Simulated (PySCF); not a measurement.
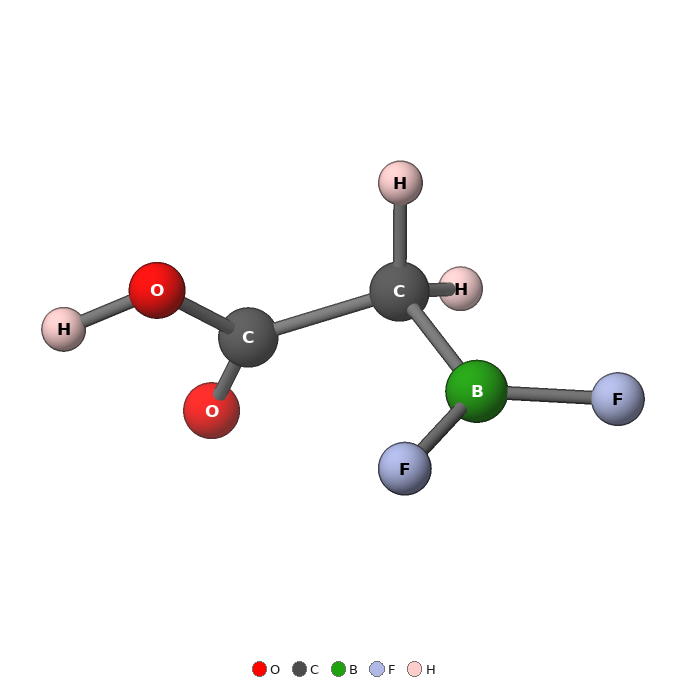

A ball-and-stick model of a molecule. Every bond is drawn as one stick, whatever its order.

Identify the structure.

It has 10 atoms: 2 carbon, 3 hydrogen, 1 boron, 2 fluorine and 2 oxygen (C2H3BF2O2). As SMILES it reads `O=C(O)CB(F)F`. It has no ring. Among its groups: carboxylic acid. The point group is C1. Coordination: 1 C trigonal planar; 1 O bent; 1 C tetrahedral; 1 B trigonal planar.

More results for the same structure follow; atom numbers are the same in all pictures, views and colours differ. Computed geometry: PBE0-D3(BJ)/def2-SVP optimisation. No frequency run is at hand to confirm it as a minimum.

### NMR shielding

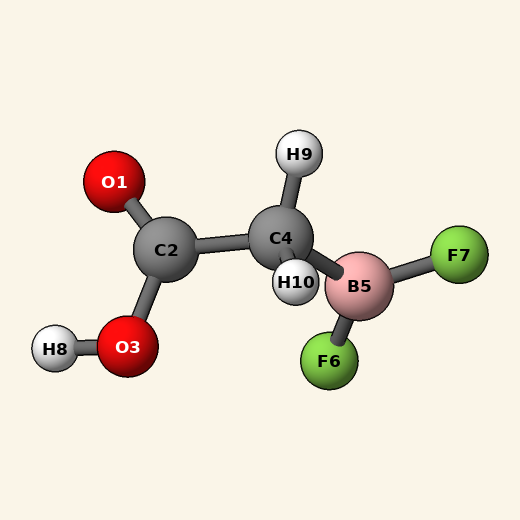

No frequency run is at hand to confirm it as a minimum. Level of theory: GIAO OPBE/pcSseg-2 NMR shielding, non-relativistic, gas phase (PySCF 2.14.0). Principal shieldings σ11 ≤ σ22 ≤ σ33, span Ω = σ33 − σ11, skew κ = 3(σiso − σ22)/Ω.

Give the shielding tensors of the B atoms.

```csv
atom,σ11,σ22,σ33,σiso,Ω,κ
B5,55.4,79.3,84.2,73.0,28.8,−0.66
```

Shieldings and span in ppm.

### Electronic properties

No frequency run is at hand to confirm it as a minimum. Properties computed with B97-D/pcSseg-2, gas phase (PySCF 2.14.0).

What is the dipole moment?

Answer. 1.82 D.

What is the HOMO energy (Kohn–Sham orbital)?

Answer. −6.75 eV.

What is the HOMO–LUMO gap?

Answer. 5.58 eV.

### Quadrupole coupling

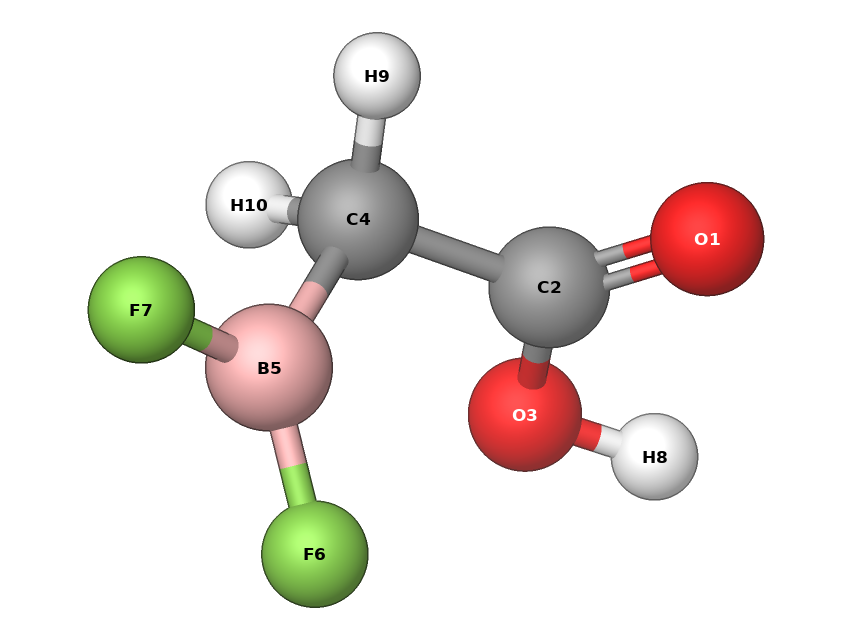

No frequency run is at hand to confirm it as a minimum. Electric field gradients from the ground-state density, PBE0/6-31G (PySCF 2.14.0), non-relativistic apart from any core potentials.

Give the largest field-gradient component, the quadrupole coupling constant and the asymmetry for 17O at O1 (Q = −25.6 mb), 17O at O3 (Q = −25.6 mb), 11B at B5 (Q = 40.59 mb), 2H at H8 (Q = 2.86 mb), 2H at H9 (Q = 2.86 mb).

```csv
atom,V_zz (a.u.),e²qQ/h (MHz),η
O1,−1.631,9.81,0.00
O3,1.509,−9.08,0.59
B5,0.265,2.52,0.91
H8,0.471,0.316,0.09
H9,0.303,0.204,0.04
```
